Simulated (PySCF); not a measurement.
ZrP (doublet)

```json
{"atom": "Zr", "x (Å)": "0.0000", "y (Å)": "0.0000", "z (Å)": "-0.5571"}
{"atom": "P", "x (Å)": "0.0000", "y (Å)": "0.0000", "z (Å)": "1.6169"}
```

Core potentials replace the inner electrons of Zr.

All numbers below come from PBE0/def2-TZVPP, non-relativistic Hamiltonian with scalar-relativistic core potentials where named, at a bond length of 2.174 Å (PySCF 2.14.0).

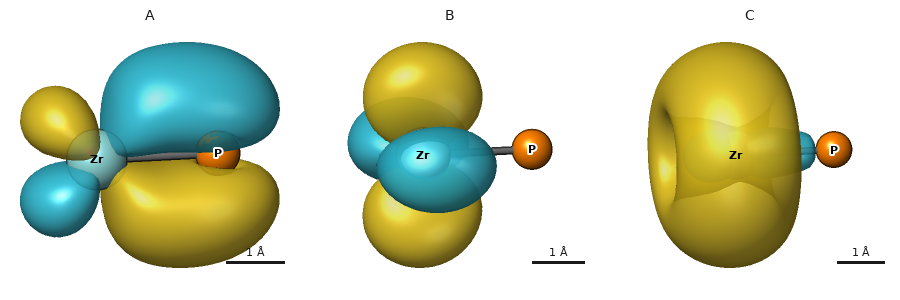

Figure 1. Three frontier α-spin orbitals, each drawn at the value that holds 80 % of its norm (yellow and cyan are the two phases), in no order; of a degenerate pair one member is drawn.

> Label each orbital by symmetry, say whether it is occupied, and order them by energy.

Orbital A: π, occupied in this spin, −5.99 eV; bonding, with no node between the atoms.
Orbital C: σ, occupied in this spin, −5.27 eV; almost wholly on Zr.
Orbital B: δ, empty in this spin, −2.71 eV; almost wholly on Zr.

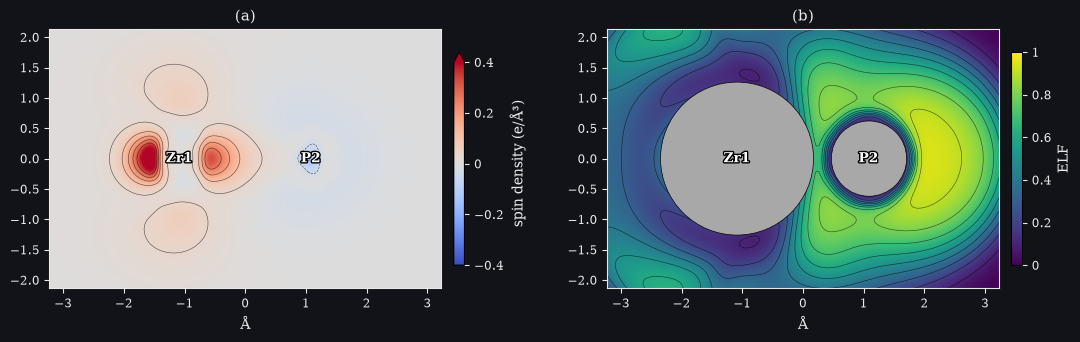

Figure 2. (a) spin density; (b) ELF on a plane that holds the molecular axis. Grey discs cover the atomic cores in the ELF map.

> Interpret the plot.

The plane passes through Zr and P nuclei.
Zr–P (2.17 Å): the ELF peaks at about 0.65 in the valence shell of P, 0.9 Å from its nucleus, and is about 0.50 at the midpoint.
The unpaired spin (1 electron) lies mostly on Zr1 (about 1.1), in electrons by Hirshfeld's partition, with opposite, polarisation-induced spin on P2.

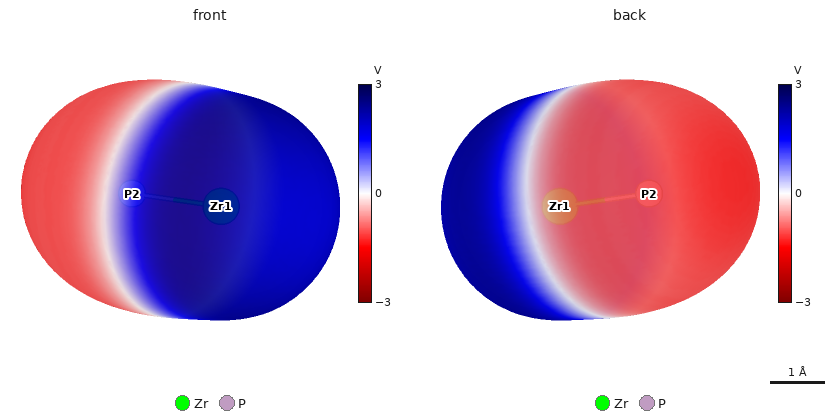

Figure 3. The molecular electrostatic potential painted on the density surface at 0.002 e/bohr³, seen from the front and from behind; red is negative and blue positive.

> Which sites attract a positive test charge, and which a negative one?

A positive charge is drawn to the negative regions and a negative charge to the positive ones. The most negative region (about −1.3 V) lies over P2, the most positive (about +2.4 V) over Zr1.
